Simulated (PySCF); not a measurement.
## NMR shielding calculation, with input and output: C4H14B3N3

C4H14B3N3, SMILES CC(C)(C)N1BNBNB1, computed with GIAO PBE0/pcSseg-1 NMR shielding, non-relativistic, gas phase (PySCF 2.14.0).

The geometry comes from this level: PBE0-D3(BJ)/def2-SVP. It belongs to a series of runs on one base structure; here: H on N replaced by tBu. Figures and captions count atoms from 1; the log counts them from 0 in places.

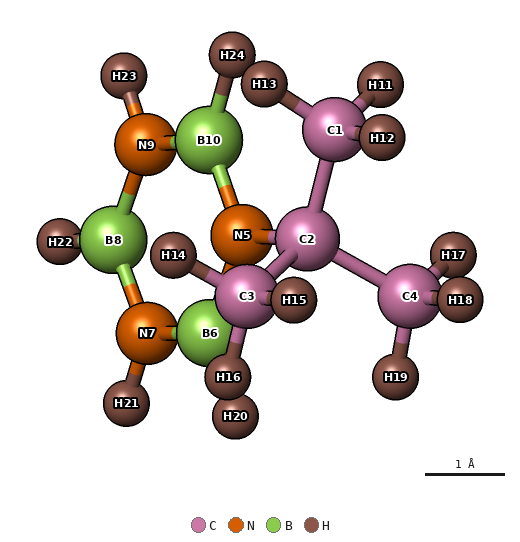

The structure (ball-and-stick view, seen at a tilt; atoms are numbered from 1 in the order of the input). Bond lengths as drawn: B–H 1.20 to 1.21 Å, B–N 1.42 to 1.44 Å, C–C 1.53 Å, C–H 1.10 Å, C–N 1.49 Å and H–N 1.01 Å.

Key numbers:

```json
{"quantity": "outcome", "value": "converged"}
{"quantity": "total energy", "value": "−399.367860 hartree"}
{"quantity": "HOMO", "value": "−7.52 eV"}
{"quantity": "LUMO", "value": "0.42 eV"}
{"quantity": "dipole moment", "value": "0.31 D"}
{"quantity": "isotropic shielding, C", "value": "131.2 to 149.6 ppm"}
{"quantity": "isotropic shielding, N", "value": "80.3 to 120.1 ppm"}
{"quantity": "isotropic shielding, B", "value": "71.8 to 74.1 ppm"}
{"quantity": "isotropic shielding, H", "value": "25.6 to 30.2 ppm"}
{"quantity": "hardware", "value": "1 CPU thread, shared host"}
{"quantity": "wall time", "value": "59 s"}
{"quantity": "peak memory", "value": "1.1 GiB"}
```

Input file:
```
{"job": {"kind": "nmr", "xc": "PBE0", "basis": "pcSseg-1"}, "charge": 0, "multiplicity": 1}
C     -1.612303     1.089291     0.851672
C     -0.886817    -0.137717     0.301998
C     -1.566812    -0.543617    -1.010180
C     -1.009267    -1.264310     1.333284
N      0.553993     0.129225     0.041417
B      1.358904    -0.940424    -0.485333
N      2.742096    -0.727464    -0.751312
B      3.390901     0.518875    -0.520392
N      2.572370     1.557173    -0.000108
B      1.180785     1.395562     0.284984
H     -1.194675     1.417244     1.814396
H     -2.669691     0.831386     1.010718
H     -1.571822     1.937745     0.153731
H     -1.479349     0.265023    -1.751767
H     -2.635518    -0.747595    -0.845579
H     -1.109917    -1.448013    -1.435644
H     -0.519106    -0.975031     2.275388
H     -2.067508    -1.478264     1.547377
H     -0.541099    -2.191297     0.974572
H      0.889482    -2.030175    -0.711596
H      3.277783    -1.501787    -1.119721
H      4.566666     0.680831    -0.752006
H      2.983707     2.462530     0.182161
H      0.580908     2.342124     0.726014
```

The first line tells a small driver script what to run in PySCF; the rest is the geometry in Å.

Launched with:
```bash
OMP_NUM_THREADS=1 python <driver script> task.json out
```

Log:
```
coarse grid: 19472 points
cycle   1  E = -399.2277671276  dE =  1.106e+00  |g| = 6.007e-01  |ddm| = 4.143e+00
cycle   2  E = -399.1935098903  dE =  3.426e-02  |g| = 7.382e-01  |ddm| = 1.025e+00
cycle   3  E = -399.3166292105  dE = -1.231e-01  |g| = 7.270e-02  |ddm| = 5.784e-01
cycle   4  E = -399.3175411897  dE = -9.120e-04  |g| = 3.354e-02  |ddm| = 6.224e-02
cycle   5  E = -399.3177781088  dE = -2.369e-04  |g| = 6.686e-03  |ddm| = 2.487e-02
cycle   6  E = -399.3177866126  dE = -8.504e-06  |g| = 3.142e-03  |ddm| = 7.543e-03
final grid: 186640 points
cycle   7  E = -399.3678230335  dE = -8.035e-05  |g| = 1.274e-02  |ddm| = 5.426e-02
cycle   8  E = -399.3677970353  dE =  2.600e-05  |g| = 1.704e-02  |ddm| = 2.031e-02
cycle   9  E = -399.3678597666  dE = -6.273e-05  |g| = 1.221e-03  |ddm| = 1.085e-02
cycle  10  E = -399.3678600624  dE = -2.958e-07  |g| = 4.999e-04  |ddm| = 1.255e-03
cycle  11  E = -399.3678601182  dE = -5.580e-08  |g| = 1.457e-04  |ddm| = 5.439e-04
cycle  12  E = -399.3678601225  dE = -4.311e-09  |g| = 3.452e-05  |ddm| = 1.097e-04
cycle  13  E = -399.3678601227  dE = -2.537e-10  |g| = 1.000e-05  |ddm| = 3.476e-05
```

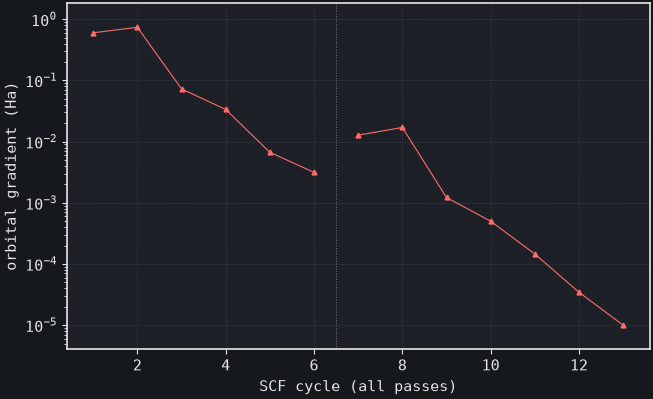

Convergence of the self-consistent field: orbital gradient against the SCF cycle. The dotted line marks the change from a coarse to the final integration grid. The first 6 cycles use a coarse grid, the final grid takes over at cycle 7, and the field converges after 13 cycles in all.

```
converged SCF energy = -399.3678601227

GIAO shielding tensors (ppm)
atom      isotropic    diamagn.    paramagn.     s11        s22        s33       span
  0 C      149.567     248.959     -99.392    137.127    141.519    170.056     32.929
  1 C      131.219     238.334    -107.115    116.998    121.443    155.216     38.218
  2 C      149.201     248.783     -99.582    128.907    137.992    180.703     51.797
  3 C      149.243     248.355     -99.112    129.372    137.638    180.720     51.349
  4 N       80.301     329.678    -249.377    -44.578     61.115    224.366    268.944
  5 B       71.757     200.565    -128.808     40.904     60.747    113.620     72.716
  6 N      119.837     324.584    -204.747    -25.468    153.047    231.932    257.400
  7 B       74.066     197.345    -123.279     47.659     59.420    115.118     67.459
  8 N      120.109     324.912    -204.804    -25.135    153.972    231.489    256.623
  9 B       73.575     198.684    -125.109     45.527     61.167    114.031     68.504
 10 H       29.750      31.792      -2.043     26.201     27.651     35.397      9.196
 11 H       30.166      31.265      -1.099     26.488     28.598     35.411      8.922
 12 H       29.732      31.903      -2.170     26.124     27.715     35.358      9.234
 13 H       30.158      31.757      -1.599     27.157     27.872     35.445      8.288
 14 H       30.223      31.554      -1.331     26.417     27.757     36.495     10.077
 15 H       29.298      32.107      -2.809     24.895     28.682     34.317      9.421
 16 H       30.159      31.349      -1.190     27.147     27.881     35.448      8.300
 17 H       30.210      31.219      -1.008     26.403     27.746     36.481     10.078
 18 H       29.319      31.784      -2.466     24.947     28.659     34.350      9.403
 19 H       25.949      33.387      -7.438     22.597     25.177     30.074      7.477
 20 H       25.578      29.679      -4.102     20.985     25.636     30.112      9.127
 21 H       26.568      27.004      -0.437     23.633     26.736     29.333      5.700
 22 H       25.675      29.319      -3.645     21.040     25.726     30.258      9.218
 23 H       26.354      33.025      -6.670     22.193     25.923     30.946      8.753
```

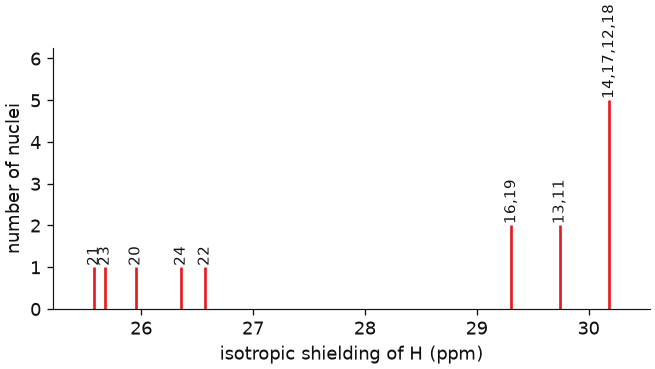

Isotropic shieldings of the hydrogen nuclei in this fixed geometry, labelled by atom number; shielding grows to the right, so chemical shift grows to the left. The least shielded is H21 (25.6 ppm), the most shielded H15 (30.2 ppm).

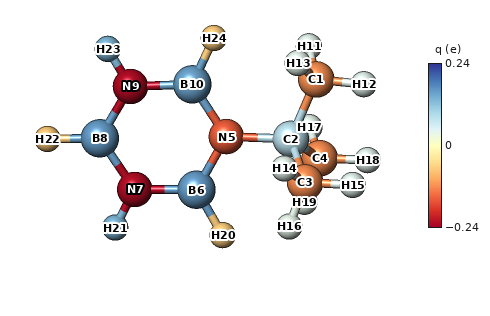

Hirshfeld charges, as the colour of each atom (ball-and-stick view, seen at a tilt; atoms are numbered from 1 in the order of the input). By element: C −0.12 to +0.08, N −0.23 to −0.15, B +0.15 to +0.16 and H −0.07 to +0.13 e.
